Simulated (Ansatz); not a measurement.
```cif
data_structure
_symmetry_space_group_name_H-M 'P 1'
_symmetry_Int_Tables_number 1
_cell_length_a 8.0214
_cell_length_b 8.0214
_cell_length_c 8.0214
_cell_angle_alpha 90.000
_cell_angle_beta 90.000
_cell_angle_gamma 90.000
_cell_volume 516.12
loop_
_atom_site_label
_atom_site_type_symbol
_atom_site_fract_x
_atom_site_fract_y
_atom_site_fract_z
_atom_site_occupancy
Mg1 Mg 0.50000 0.50000 0.00000 1
Mg2 Mg 0.00000 0.50000 0.50000 1
Mg3 Mg 0.00000 0.00000 0.00000 1
Mg4 Mg 0.50000 0.00000 0.50000 1
Mg5 Mg 0.25000 0.75000 0.25000 1
Mg6 Mg 0.75000 0.75000 0.75000 1
Mg7 Mg 0.75000 0.25000 0.25000 1
Mg8 Mg 0.25000 0.25000 0.75000 1
W1 W 0.00000 0.50000 0.00000 1
W2 W 0.50000 0.50000 0.50000 1
W3 W 0.50000 0.00000 0.00000 1
W4 W 0.00000 0.00000 0.50000 1
O1 O 0.87126 0.62874 0.12874 1
O2 O 0.37126 0.62874 0.62874 1
O3 O 0.37126 0.12874 0.12874 1
O4 O 0.87126 0.12874 0.62874 1
O5 O 0.62874 0.87126 0.12874 1
O6 O 0.12874 0.87126 0.62874 1
O7 O 0.12874 0.37126 0.12874 1
O8 O 0.62874 0.37126 0.62874 1
O9 O 0.62874 0.62874 0.37126 1
O10 O 0.12874 0.62874 0.87126 1
O11 O 0.12874 0.12874 0.37126 1
O12 O 0.62874 0.12874 0.87126 1
O13 O 0.87126 0.87126 0.37126 1
O14 O 0.37126 0.87126 0.87126 1
O15 O 0.37126 0.37126 0.37126 1
O16 O 0.87126 0.37126 0.87126 1
```

Space group F-43m; a structure generated by program, which may or may not match a known phase.

Theory: DFT PBE, scalar-relativistic, plane waves, PAW (Ansatz 0.2.0).

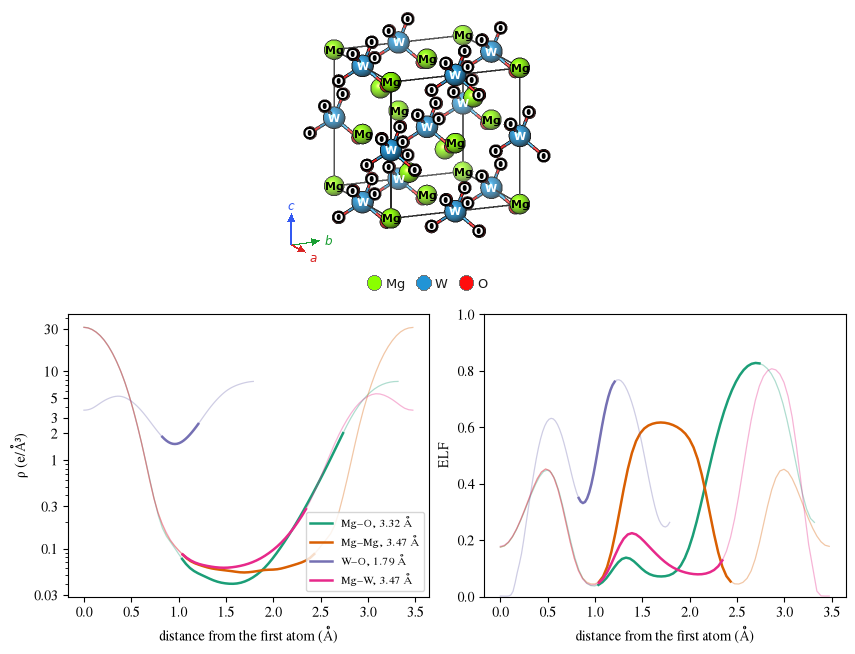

Mg$_{2}$WO$_{4}$. Valence pseudo-density and ELF along straight lines between neighbouring atoms. Thin, pale parts lie inside the atomic spheres. The structure is drawn too.

The density is the valence pseudo-density of a PAW calculation; it isn't the true density close to the nuclei.

### What can be read from the curves?

Mg–O (3.32 Å): the density is about 0.04 e/Å³ at the midpoint; the ELF is about 0.05 at the midpoint (no localised pair shows between them).
Mg–Mg (3.47 Å): the density is about 0.05 e/Å³ at the midpoint; the ELF peaks at about 0.60 between the atoms.
W–O (1.79 Å): the density is about 1.6 e/Å³ at the midpoint; the ELF peaks at about 0.75 in the valence shell of O, 0.5 Å from its nucleus, and drops to about 0.35 between the two atoms.
Mg–W (3.47 Å): the density is about 0.07 e/Å³ at the midpoint, with its minimum of 0.06 e/Å³ about 1.5 Å from Mg; the ELF is about 0.10 at the midpoint (no localised pair shows between them).
